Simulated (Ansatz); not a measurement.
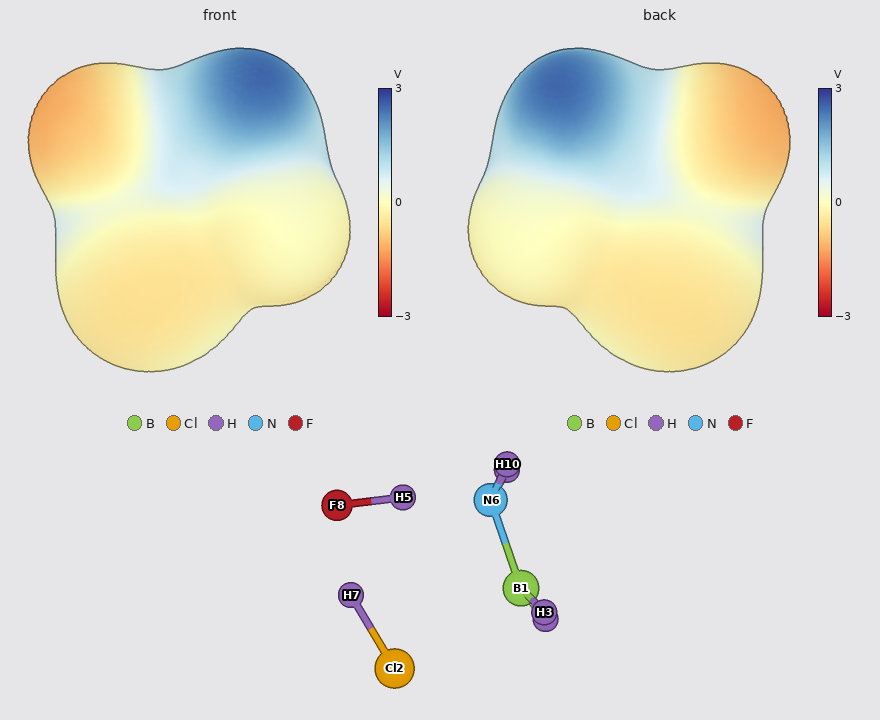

*BH₄N···HCl···HF. The molecular electrostatic potential painted on the density surface at 0.002 e/bohr³, seen from the front and from behind; the colour scale runs from red (negative) to blue (positive). The bare structure is drawn below in the same view.*

A transition-state structure; geometry: PBE0-D4/def2-TZVP.

These are results of Ansatz 0.2.0, RKS PBE0-D4/def2-TZVPP, not measurements.

The calculation's input:

```
crystal:
  periodic: [false, false, false]
  atoms:
    - {symbol: B, position_ang: [-0.705140, -0.390669, -0.789542]}
    - {symbol: Cl, position_ang: [1.278168, 0.686921, -1.557714]}
    - {symbol: H, position_ang: [-1.438251, 0.396388, -1.302627]}
    - {symbol: H, position_ang: [-0.442023, -1.430755, -1.308301]}
    - {symbol: H, position_ang: [0.590778, 0.336897, 1.060615]}
    - {symbol: N, position_ang: [-0.583730, -0.326803, 0.690683]}
    - {symbol: H, position_ang: [1.618247, 0.898500, -0.256816]}
    - {symbol: F, position_ang: [1.504385, 0.852458, 1.184959]}
    - {symbol: H, position_ang: [-0.506586, -1.231545, 1.137969]}
    - {symbol: H, position_ang: [-1.315747, 0.208608, 1.140774]}
basis:
  gaussian: {orbitals: def2-TZVPP}
hamiltonian: {xc: pbe0, dispersion: d4}
output: {orbitals: {seedname: orbitals}}
```

Run with:

```sh
ansatz run in.yaml --threads 4 --pin off --events-out ev --progress --plain --max-ram 9574MiB
```

Question: Where is the surface potential most negative and most positive?

Answer: The most negative region (about −1.2 V) lies over F8, the most positive (about +2.5 V) over H9 and H10.
